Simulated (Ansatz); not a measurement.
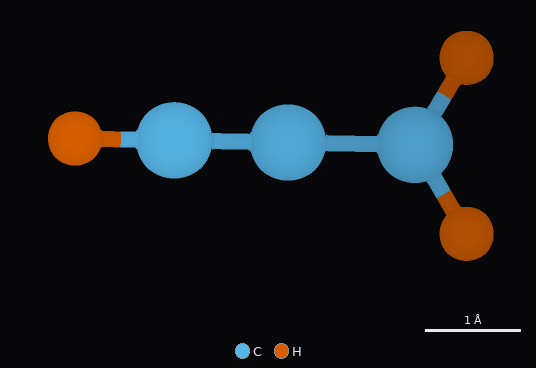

The starting point is C3H3 (multiplicity 2). Style: ball-and-stick. Shown at a tilt.

Level of theory: UKS r2SCAN-D4/def2-TZVPP in Ansatz. 

Change: All atoms are moved at random (σ = 0.12 Å) from the PBE0-D4/def2-TZVP minimum.

Question: What does the calculation give for the changed structure?

Answer: The energy rises by 2.642 eV. The largest force is 17 eV/Å, on an H atom. The forces mostly point back along the displacements (cosine −0.76). At other levels of theory the same distortion costs 2.599 eV (UKS PBE-D4/def2-TZVPP), 2.699 eV (UKS PBE0-D4/def2-TZVPP), 2.712 eV (UKS wB97M-V/def2-TZVPP). Among the bonded contacts that change: C–H 1.083 → 0.850 to 1.098 Å, C–C 1.221 → 1.405 Å, C–C 1.363 → 1.287 Å, C–H 1.064 → 1.076 Å. Among the angles between lasting bonds that change: C–C–C 180.0° → 173.6°, C–C–H 120.7° → 117.1°.

Drawn alike, the variant:

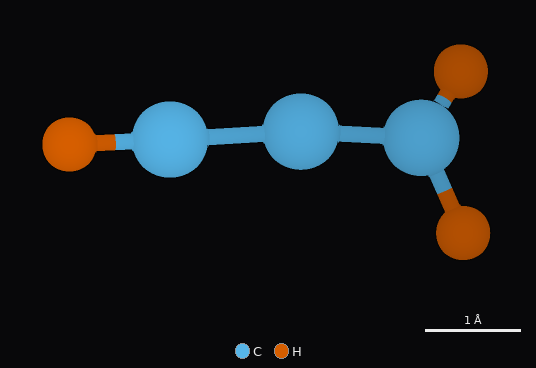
